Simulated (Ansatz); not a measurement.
# SiGeF (doublet): from Hartree-Fock to the top rungs, cc-pVDZ

Aim: climb from Hartree-Fock through coupled cluster for SiGeF (doublet) at one geometry and basis, and see what each rung misses.

Program: Ansatz 0.2.0, Gaussian basis. Level of theory: cc-pVDZ, core rule «outside noble gas», up to 20 orbitals frozen. These are calculated values, not measurements.

Plan: UHF; CCSD(T) on ROHF; CCSD(T) on UHF; BCCD(T) on ROHF; CISD; CCSDT(Q) on ROHF; CCSDT(Q) on UHF.

31 further runs of the same task are left out: 12 for a known fault of the program, 8 that didn't finish, 11 set aside as unsound or not needed.

**1. The system**

The geometry is a PBE0/def2-TZVP stationary point (not a proven minimum) of the parent state, kept for this charge and spin. No spin-orbit coupling is included. The filled d shell of Ge may be among the frozen orbitals whatever the setting's name suggests; the logs give the count.

3 atoms, charge 0, spin multiplicity 2.

Atoms are counted from 1 here; the program's logs count them from 0.

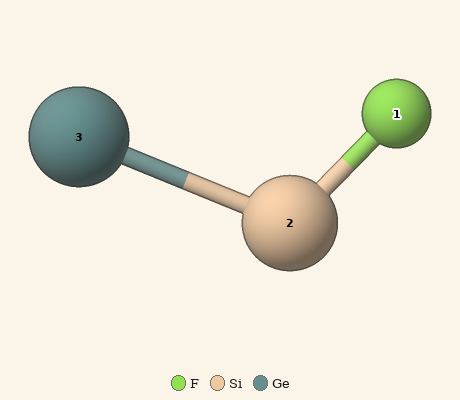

The geometry (fluorine green, silicon light orange, germanium teal); atoms are numbered from 1 in the order of the file.

In the tables R marks a restricted open-shell determinant and U an unrestricted one; energies count from the table's Hartree-Fock row.

**2. UHF**

File in.yaml:

```yaml
crystal:
  periodic: [false, false, false]
  atoms:
    - {symbol: F, position_ang: [0.000000, -0.643638, 2.239660]}
    - {symbol: Si, position_ang: [0.000000, 0.614886, 1.236912]}
    - {symbol: Ge, position_ang: [0.000000, -0.069401, -1.064004]}
basis:
  gaussian: {orbitals: cc-pVDZ}
magnetization: {spin_polarized: true, initial_magnetization: 1}
hamiltonian: {xc: hf}
output: {orbitals: {seedname: orbitals}}
```

Command:

```bash
ansatz run in.yaml --threads 1 --pin off --events-out ev --progress --plain --max-ram 2393MiB
```

Log:

```text
Functional definition: HF
  name "HF"
  cite "Fock, Z. Phys. 61, 126 (1930) doi:10.1007/BF01340294"
  parent pbe
  exchange = exact_x
  correlation = 0
643 factors; integrals over basis functions are off by at most 7.1e-4 eV
mean field evaluation 1: about -67037.9728 eV, gradient 1.7e1 eV
mean field evaluation 2: about -67037.9785 eV, gradient 1.7e1 eV
mean field evaluation 4: about -67039.4693 eV, gradient 1.8e0 eV
mean field evaluation 8: about -67039.6299 eV, gradient 2.5e-1 eV
mean field evaluation 16: about -67039.8717 eV, gradient 2.0e-1 eV
mean field evaluation 32: about -67040.1269 eV, gradient 1.2e-3 eV
mean field evaluation 64: about -67039.8728 eV, gradient 2.2e-6 eV
mean field evaluation 96: about -67040.1189 eV, gradient 9.5e-2 eV
mean field evaluation 128: about -67038.8493 eV, gradient 5.3e0 eV
mean field evaluation 160: about -67037.6181 eV, gradient 6.1e0 eV
mean field evaluation 192: about -67040.3148 eV, gradient 1.0e-2 eV
mean field evaluation 224: about -67040.3143 eV, gradient 4.6e-2 eV
mean field evaluation 256: about -67040.3123 eV, gradient 8.8e-2 eV
mean field evaluation 288: about -67039.7473 eV, gradient 4.1e-1 eV
mean field evaluation 320: about -67040.1488 eV, gradient 3.2e-1 eV
mean field evaluation 352: about -67040.1938 eV, gradient 5.2e-1 eV
mean field evaluation 384: about -67040.2101 eV, gradient 5.4e-1 eV
mean field evaluation 416: about -67040.1048 eV, gradient 2.6e-1 eV
mean field evaluation 448: about -67039.6116 eV, gradient 3.8e-1 eV
mean field evaluation 480: about -67039.6556 eV, gradient 4.6e-1 eV
mean field -67040.33669561 eV, -2463.6869319912 hartree, gradient 1.7e-6 eV, S^2 1.728491; 13 other end points of the search recorded, 0 dependent functions left out
reference -67040.33669561 eV, -2463.6869319912 hartree; 28, 27 occupied and 31, 32 virtual orbitals, 643 factors
Total energy: -67040.33669561 eV, -2463.6869319912 hartree
```

Wall time 12 s (1 thread of Arm Neoverse V2, shared host).

From the report: ⟨S²⟩ of the determinant 1.728 (pure doublet: 0.75). The determinant is far from a pure spin state, so its energy mixes those of several spin states (harmless only where they are near-degenerate, as at dissociation).

**3. CCSD(T) on ROHF**

in.yaml, as its differences from that of step 2:

```diff
@@ -8,4 +8,3 @@
   gaussian: {orbitals: cc-pVDZ}
-magnetization: {spin_polarized: true, initial_magnetization: 1}
-hamiltonian: {xc: hf}
-output: {orbitals: {seedname: orbitals}}
+magnetization: {spin_polarized: false, initial_magnetization: 1}
+correlation: {method: ccsd_t, electrons: outside_noble_gas}
```

Same command.

Log, cut to the lines that bear on the results:

```text
Functional definition: HF
  name "HF"
  cite "Fock, Z. Phys. 61, 126 (1930) doi:10.1007/BF01340294"
  parent pbe
[...]
643 factors; integrals over basis functions are off by at most 7.1e-4 eV
[...]
mean field -67039.87057627 eV, -2463.6698024215 hartree, gradient 5.1e-6 eV, S^2 0.750000; 18 other end points of the search recorded, 0 dependent functions left out
[...]
determinant -67039.87057627 eV, -2463.6698024215 hartree, with singles and doubles -67049.38144879 eV, -2464.0193205398 hartree
determinant -67039.41357692 eV, -2463.6530080053 hartree, with singles and doubles -67049.24508534 eV, -2464.0143092755 hartree
determinant -67039.28670863 eV, -2463.6483456815 hartree, with singles and doubles -67048.72937148 eV, -2463.9953571407 hartree
determinant -67038.16807071 eV, -2463.6072364962 hartree, with singles and doubles -67048.38369669 eV, -2463.9826538266 hartree
[...]
determinant -67036.38885285 eV, -2463.5418514460 hartree, with singles and doubles -67046.50975525 eV, -2463.9137877487 hartree
determinant -67039.87057627 eV, -2463.6698024215 hartree, with singles and doubles -67049.40915593 eV, -2464.0203387584 hartree
determinant -67039.41357692 eV, -2463.6530080053 hartree, with singles and doubles -67049.25995853 eV, -2464.0148558553 hartree
unrestricted determinant -67040.33669561 eV, -2463.6869319912 hartree, S^2 1.7285
20 core orbitals not correlated: weight in the atoms' cores, before any rotation towards them, 1.000 or more for the frozen orbitals, at most 0.000 for the correlated occupied ones
reference -67039.87057627 eV, -2463.6698024215 hartree; 8, 7 occupied and 31, 32 virtual orbitals, 643 factors
second order -8.60395972 eV of doubles, -0.04053491 eV of singles
cycle   1  -9.53857985 eV  change   -1.9e-7 eV  update   4.9e-6
perturbative correction -0.27536562 eV, -0.0101195000 hartree
Total energy: -67049.68452174 eV, -2464.0304582656 hartree
```

It took 31 s on 1 thread of Arm Neoverse V2, shared host.

From the report: correlation -9.8139 eV; T1 0.072; largest double amplitude 0.08.

**4. CCSD(T) on UHF**

in.yaml, as its differences from that of step 3:

```diff
@@ -8,3 +8,3 @@
   gaussian: {orbitals: cc-pVDZ}
-magnetization: {spin_polarized: false, initial_magnetization: 1}
+magnetization: {spin_polarized: true, initial_magnetization: 1}
 correlation: {method: ccsd_t, electrons: outside_noble_gas}
```

Same command.

Log, cut to the lines that bear on the results:

```text
Functional definition: HF
  name "HF"
  cite "Fock, Z. Phys. 61, 126 (1930) doi:10.1007/BF01340294"
  parent pbe
[...]
643 factors; integrals over basis functions are off by at most 7.1e-4 eV
[...]
mean field -67040.33669561 eV, -2463.6869319912 hartree, gradient 1.6e-6 eV, S^2 1.728491; 33 other end points of the search recorded, 0 dependent functions left out
determinant -67040.33669561 eV, -2463.6869319912 hartree, with singles and doubles -67049.36257329 eV, -2464.0186268783 hartree
determinant -67040.31476188 eV, -2463.6861259416 hartree, with singles and doubles -67049.41007673 eV, -2464.0203725974 hartree
determinant -67040.12686623 eV, -2463.6792209037 hartree, with singles and doubles -67049.35373114 eV, -2464.0183019352 hartree
determinant -67040.01296844 eV, -2463.6750352374 hartree, with singles and doubles -67049.11374138 eV, -2464.0094824740 hartree
[...]
determinant -67039.87278693 eV, -2463.6698836619 hartree, with singles and doubles -67049.22594831 eV, -2464.0136060027 hartree
determinant -67039.74620301 eV, -2463.6652317884 hartree, with singles and doubles -67049.01385481 eV, -2464.0058117105 hartree
determinant -67039.64715139 eV, -2463.6615917086 hartree, with singles and doubles -67049.00991646 eV, -2464.0056669788 hartree
determinant -67039.62782101 eV, -2463.6608813301 hartree, with singles and doubles -67049.27227638 eV, -2464.0153085278 hartree
20 core orbitals not correlated: weight in the atoms' cores, before any rotation towards them, 1.000 or more for the frozen orbitals, at most 0.000 for the correlated occupied ones
reference -67040.31476188 eV, -2463.6861259416 hartree; 8, 7 occupied and 31, 32 virtual orbitals, 643 factors
second order -8.27036523 eV of doubles, -0.00000000 eV of singles
cycle   1  -9.11838557 eV  change    5.3e-6 eV  update   3.8e-6
perturbative correction -0.26596100 eV, -0.0097738866 hartree
Total energy: -67049.69910845 eV, -2464.0309943173 hartree
```

Run time: 79 s. Hardware: 1 thread of Arm Neoverse V2, shared host.

From the report: ⟨S²⟩ of the determinant 1.660 (pure doublet: 0.75); correlation -9.3843 eV; T1 0.049; largest double amplitude 0.07. The determinant is far from a pure spin state, so its energy mixes those of several spin states (harmless only where they are near-degenerate, as at dissociation).

**5. BCCD(T) on ROHF**

in.yaml, as its differences from that of step 4:

```diff
@@ -8,3 +8,3 @@
   gaussian: {orbitals: cc-pVDZ}
-magnetization: {spin_polarized: true, initial_magnetization: 1}
-correlation: {method: ccsd_t, electrons: outside_noble_gas}
+magnetization: {spin_polarized: false, initial_magnetization: 1}
+correlation: {method: bccd_t, electrons: outside_noble_gas}
```

Same command.

Log, cut to the lines that bear on the results:

```text
Functional definition: HF
  name "HF"
  cite "Fock, Z. Phys. 61, 126 (1930) doi:10.1007/BF01340294"
  parent pbe
[...]
643 factors; integrals over basis functions are off by at most 7.1e-4 eV
[...]
mean field -67039.87057627 eV, -2463.6698024215 hartree, gradient 5.1e-6 eV, S^2 0.750000; 18 other end points of the search recorded, 0 dependent functions left out
[...]
determinant -67039.87057627 eV, -2463.6698024215 hartree, with singles and doubles -67049.38144879 eV, -2464.0193205398 hartree
determinant -67039.41357692 eV, -2463.6530080053 hartree, with singles and doubles -67049.24508534 eV, -2464.0143092755 hartree
determinant -67039.28670863 eV, -2463.6483456815 hartree, with singles and doubles -67048.72937148 eV, -2463.9953571407 hartree
determinant -67038.16807071 eV, -2463.6072364962 hartree, with singles and doubles -67048.38369669 eV, -2463.9826538266 hartree
[...]
determinant -67036.38885285 eV, -2463.5418514460 hartree, with singles and doubles -67046.50975525 eV, -2463.9137877487 hartree
determinant -67039.87057627 eV, -2463.6698024215 hartree, with singles and doubles -67049.40915593 eV, -2464.0203387584 hartree
determinant -67039.41357692 eV, -2463.6530080053 hartree, with singles and doubles -67049.25995853 eV, -2464.0148558553 hartree
unrestricted determinant -67040.33669561 eV, -2463.6869319912 hartree, S^2 1.7285
20 core orbitals not correlated: weight in the atoms' cores, before any rotation towards them, 1.000 or more for the frozen orbitals, at most 0.000 for the correlated occupied ones
reference -67039.87057627 eV, -2463.6698024215 hartree; 8, 7 occupied and 31, 32 virtual orbitals, 643 factors
second order -8.60395972 eV of doubles, -0.04053491 eV of singles
cycle   1  -9.54308974 eV  change   -4.5e-3 eV  update   4.4e-2
[...]
cycle  25  -9.53099573 eV  change   -2.9e-7 eV  update   6.7e-6
perturbative correction -0.30121446 eV, -0.0110694271 hartree
Total energy: -67049.70278646 eV, -2464.0311294813 hartree
```

Wall time 32 s (1 thread of Arm Neoverse V2, shared host).

From the report: correlation -9.8322 eV; largest double amplitude 0.06.

**6. CISD**

in.yaml, as its differences from that of step 5:

```diff
@@ -9,2 +9,2 @@
 magnetization: {spin_polarized: false, initial_magnetization: 1}
-correlation: {method: bccd_t, electrons: outside_noble_gas}
+correlation: {active_space: {ras: {orbitals: [7, 1, 31], electrons: 15, max_holes: 2, max_particles: 2}, fixed_orbitals: true}}
```

The command is unchanged.

Log, cut to the lines that bear on the results:

```text
Functional definition: HF
  name "HF"
  cite "Fock, Z. Phys. 61, 126 (1930) doi:10.1007/BF01340294"
  parent pbe
[...]
643 factors; integrals over basis functions are off by at most 7.1e-4 eV
[...]
mean field -67039.87057627 eV, -2463.6698024215 hartree, gradient 5.1e-6 eV, S^2 0.750000; 13 other end points of the search recorded, 0 dependent functions left out
reference -67039.87057627 eV, -2463.6698024215 hartree; 28, 27 occupied and 31, 32 virtual orbitals, 643 factors
state -67048.33014902 eV, -2463.9806859862 hartree
Total energy: -67048.33014902 eV, -2463.9806859862 hartree
```

Run time: 12 s. Hardware: 1 thread of Arm Neoverse V2, shared host.

From the report: 63,711 determinants.

**7. CCSDT(Q) on ROHF**

in.yaml, as its differences from that of step 6:

```diff
@@ -9,2 +9,2 @@
 magnetization: {spin_polarized: false, initial_magnetization: 1}
-correlation: {active_space: {ras: {orbitals: [7, 1, 31], electrons: 15, max_holes: 2, max_particles: 2}, fixed_orbitals: true}}
+correlation: {method: ccsdt_q, electrons: outside_noble_gas}
```

The command is unchanged.

Log, cut to the lines that bear on the results:

```text
Functional definition: HF
  name "HF"
  cite "Fock, Z. Phys. 61, 126 (1930) doi:10.1007/BF01340294"
  parent pbe
[...]
1111 factors; integrals over basis functions are off by at most 1.4e-7 eV
[...]
mean field -67039.87072793 eV, -2463.6698079951 hartree, gradient 2.5e-6 eV, S^2 0.750000; 17 other end points of the search recorded, 0 dependent functions left out
[...]
determinant -67039.87072793 eV, -2463.6698079951 hartree, with singles and doubles -67049.38162550 eV, -2464.0193270339 hartree
determinant -67039.41372315 eV, -2463.6530133791 hartree, with singles and doubles -67049.24525172 eV, -2464.0143153900 hartree
determinant -67039.28685668 eV, -2463.6483511222 hartree, with singles and doubles -67048.72954938 eV, -2463.9953636786 hartree
determinant -67037.76071146 eV, -2463.5922663200 hartree, with singles and doubles -67047.46746045 eV, -2463.9489827657 hartree
[...]
determinant -67036.38899686 eV, -2463.5418567382 hartree, with singles and doubles -67046.50993324 eV, -2463.9137942898 hartree
determinant -67039.87072793 eV, -2463.6698079951 hartree, with singles and doubles -67049.40933456 eV, -2464.0203453230 hartree
determinant -67039.41372315 eV, -2463.6530133791 hartree, with singles and doubles -67049.26012432 eV, -2464.0148619479 hartree
unrestricted determinant -67040.33686127 eV, -2463.6869380794 hartree, S^2 1.7285
20 core orbitals not correlated: weight in the atoms' cores, before any rotation towards them, 1.000 or more for the frozen orbitals, at most 0.000 for the correlated occupied ones
reference -67039.87072793 eV, -2463.6698079951 hartree; 8, 7 occupied and 31, 32 virtual orbitals, 1111 factors
second order -8.60400022 eV of doubles, -0.04053478 eV of singles
cycle   1  -9.05816144 eV  change   -4.1e-1 eV  update   1.1e-1
[...]
cycle  67  -9.85801672 eV  change   -1.8e-7 eV  update   1.5e-6
perturbative correction -0.03466243 eV, -0.0012738207 hartree
Total energy: -67049.76340708 eV, -2464.0333572482 hartree
```

Run time: 2.1 min. Hardware: 1 thread of Arm Neoverse V2, shared host; peak memory 0.86 GiB.

From the report: correlation -9.8927 eV; T1 0.055; largest double amplitude 0.18.

**8. CCSDT(Q) on UHF**

in.yaml, as its differences from that of step 7:

```diff
@@ -8,3 +8,3 @@
   gaussian: {orbitals: cc-pVDZ}
-magnetization: {spin_polarized: false, initial_magnetization: 1}
+magnetization: {spin_polarized: true, initial_magnetization: 1}
 correlation: {method: ccsdt_q, electrons: outside_noble_gas}
```

Same command.

Log, cut to the lines that bear on the results:

```text
Functional definition: HF
  name "HF"
  cite "Fock, Z. Phys. 61, 126 (1930) doi:10.1007/BF01340294"
  parent pbe
[...]
1111 factors; integrals over basis functions are off by at most 1.4e-7 eV
[...]
mean field -67040.33686127 eV, -2463.6869380794 hartree, gradient 2.3e-6 eV, S^2 1.728495; 31 other end points of the search recorded, 0 dependent functions left out
determinant -67040.33686127 eV, -2463.6869380794 hartree, with singles and doubles -67049.36275320 eV, -2464.0186334896 hartree
determinant -67040.31493019 eV, -2463.6861321268 hartree, with singles and doubles -67049.41025462 eV, -2464.0203791348 hartree
determinant -67040.12702922 eV, -2463.6792268938 hartree, with singles and doubles -67049.35390668 eV, -2464.0183083862 hartree
determinant -67040.01313419 eV, -2463.6750413286 hartree, with singles and doubles -67049.11391886 eV, -2464.0094889962 hartree
[...]
determinant -67039.64731295 eV, -2463.6615976459 hartree, with singles and doubles -67049.01009491 eV, -2464.0056735367 hartree
determinant -67039.62796997 eV, -2463.6608868046 hartree, with singles and doubles -67049.27244268 eV, -2464.0153146394 hartree
20 core orbitals not correlated: weight in the atoms' cores, before any rotation towards them, 1.000 or more for the frozen orbitals, at most 0.000 for the correlated occupied ones
reference -67040.31493019 eV, -2463.6861321268 hartree; 8, 7 occupied and 31, 32 virtual orbitals, 1111 factors
second order -8.27037988 eV of doubles, -0.00000000 eV of singles
cycle   1  -8.62727180 eV  change   -3.6e-1 eV  update   1.1e-1
[...]
cycle  76  -9.47767245 eV  change   -4.9e-7 eV  update   3.4e-7
perturbative correction -0.06326071 eV, -0.0023247883 hartree
WARN: the results are in doubt because among natural orbitals full CI differs from the method by +0.148 eV
Total energy: -67049.85586335 eV, -2464.0367549536 hartree
In doubt: among natural orbitals full CI differs from the method by +0.148 eV
```

It took 3.4 min on 1 thread of Arm Neoverse V2, shared host; peak memory 0.63 GiB.

From the report: ⟨S²⟩ of the determinant 1.660 (pure doublet: 0.75); correlation -9.5409 eV; T1 0.027; largest double amplitude 0.37. The determinant is far from a pure spin state, so its energy mixes those of several spin states (harmless only where they are near-degenerate, as at dissociation). Mind the lines of doubt at the end of the log.

**9. Misses and costs**

No level here is safe as a reference; RCCSDT(Q) serves as a yardstick only. Rows without a time come out of other runs: HF, MP2 and CCSD of CCSD(T), CCSDT of CCSDT(Q).

Differences are taken before rounding.

| method | energy from the lowest RHF (meV) | from RCCSDT(Q) (meV) | time |
| --- | --- | --- | --- |
| RHF | 0.0 | +9892.8 |  |
| UHF | -466.1 | +9426.7 | 12 s |
| RMP2 | -8644.5 | +1248.3 |  |
| UMP2 | -8714.6 | +1178.3 |  |
| CISD | -8459.6 | +1433.3 | 12 s |
| RCCSD | -9538.6 | +354.3 |  |
| UCCSD | -9562.6 | +330.3 |  |
| RCCSD(T) | -9813.9 | +78.9 | 31 s |
| UCCSD(T) | -9828.5 | +64.3 | 79 s |
| BCCD(T) | -9832.2 | +60.6 | 32 s |
| RCCSDT | -9858.2 | +34.7 |  |
| UCCSDT | -9922.0 | -29.2 |  |
| RCCSDT(Q) | -9892.8 | 0 | 2.1 min |
| UCCSDT(Q) | -9985.3 | -92.5 | 3.4 min |

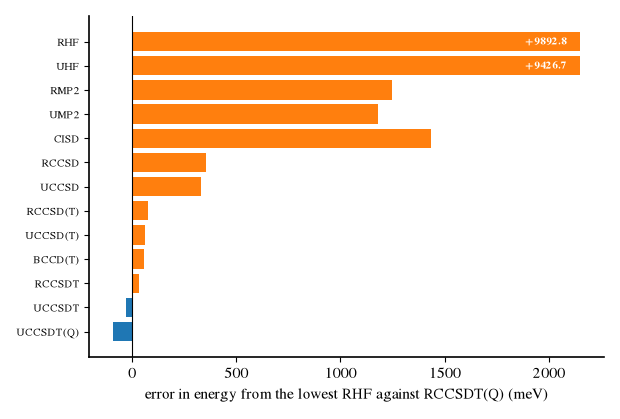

Deviations from RCCSDT(Q), method by method. Bars with a number in them are cut short.

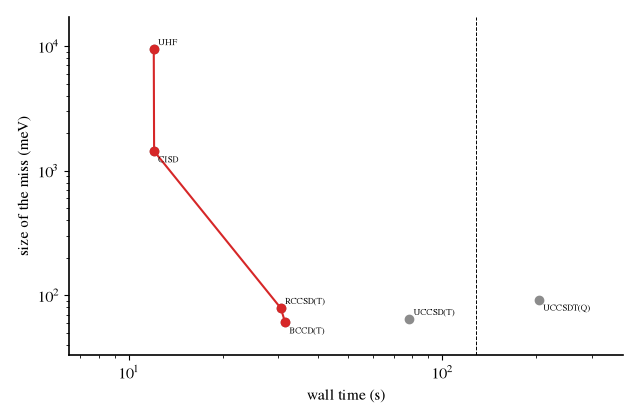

Miss against cost. Red marks the levels that no quicker level drawn beats (of those quicker than the yardstick), and the dashed line is the time of RCCSDT(Q). Times are from a shared host.

The program flags UCCSDT(Q) as in doubt (see the logs), so those rows may rest on another solution; read them beside their warnings.

**10. Summary of results**

```
                      quantity        value
RCCSDT(Q) below the RHF energy   -9.8928 eV
           RMP2 from RCCSDT(Q)  +1248.3 meV
           UMP2 from RCCSDT(Q)  +1178.3 meV
          RCCSD from RCCSDT(Q)   +354.3 meV
       RCCSD(T) from RCCSDT(Q)    +78.9 meV
       UCCSD(T) from RCCSDT(Q)    +64.3 meV
      UCCSDT(Q) from RCCSDT(Q)    -92.5 meV
                 T1 diagnostic        0.072
```

**Reading.** RCCSD(T) misses by +78.9 meV, 0.8 % of the correlation energy. Coupled cluster took another determinant than the lowest Hartree-Fock one. Warnings: spin contamination; coupled cluster took another determinant than the lowest; large T1 diagnostic.
